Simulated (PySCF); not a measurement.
# C5H11FOSi2 (SMILES CC(=O)[SiH2]C/C([SiH3])=C/F): what the fields show

The calculation's input:

```
{"job": {"kind": "nmr", "xc": "PBE0", "basis": "pcSseg-1"}, "charge": 0, "multiplicity": 1}
C      3.743555     0.353909     0.024870
C      2.462433    -0.267959     0.509585
O      2.426056    -0.989983     1.479745
Si     0.857485     0.128269    -0.490101
C     -0.574471    -0.682136     0.464125
C     -1.899079    -0.431966    -0.174574
Si    -2.771863     1.235632     0.031320
C     -2.474210    -1.378267    -0.898561
F     -3.663210    -1.169557    -1.510454
H      3.637254     1.436053     0.036435
H      4.585135     0.057908     0.647212
H      3.917266     0.049665    -1.004499
H      1.009857    -0.436616    -1.835651
H      0.727432     1.585859    -0.584601
H     -0.580936    -0.292904     1.483674
H     -0.382157    -1.755652     0.533542
H     -2.866630     1.886399    -1.276026
H     -1.961465     2.047481     0.944061
H     -4.098360     1.008995     0.603365
H     -2.099241    -2.374452    -1.094987
```

Launched as:

```sh
OMP_NUM_THREADS=1 python probes_run.py task.json out
```

Geometry: GFN2-xTB.

The calculation used PySCF, PBE0/pcSseg-1, SCF density, gas phase, non-relativistic.

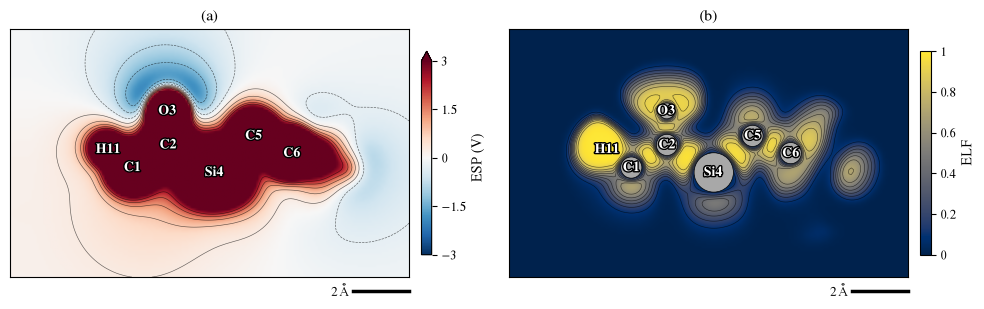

Figure 1. (a) electrostatic potential; (b) electron localisation function on the plane of atoms C1, C2 and Si4. Grey discs cover the atomic cores in the ELF map.

**Interpret the plot.**

- The plane passes through C, O, Si and H nuclei.
- C–O (1.21 Å): the ELF peaks at about 0.85 between the atoms: a short, multiple covalent bond.
- C–Si (1.90 Å): the ELF peaks at about 0.95 between the atoms (a shared electron pair).
- C–H (1.09 Å): the ELF climbs to about 1 towards the hydrogen, as it does in any bond to H (a covalent bond by its length).
- C–C (1.49 Å): the ELF peaks at about 0.95 between the atoms; localised, covalent bonding.
- The ELF also peaks beside O3, away from the bonds: lone-pair regions.
- Outside the dense part of the molecule the potential is most negative (−1.9 V) near O3.

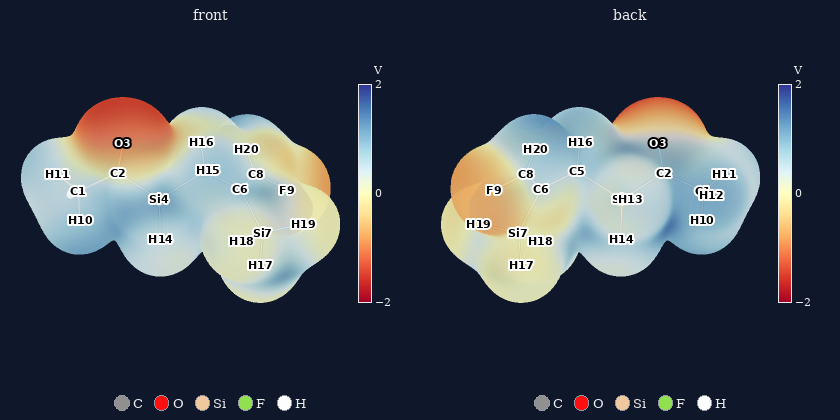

Figure 2. The electrostatic potential painted on the density surface at 0.002 e/bohr³, seen from the front and from behind; red is negative and blue positive.

**Which sites attract a positive test charge, and which a negative one?**

A positive charge is drawn to the negative regions and a negative charge to the positive ones. The most negative region (about −1.5 V) lies over O3, the most positive (about +1.3 V) over Si4 and H20. O3 is the likeliest acceptor of a hydrogen bond.

**How polar is the molecule by this calculation?**

Its dipole moment is 2.12 D.
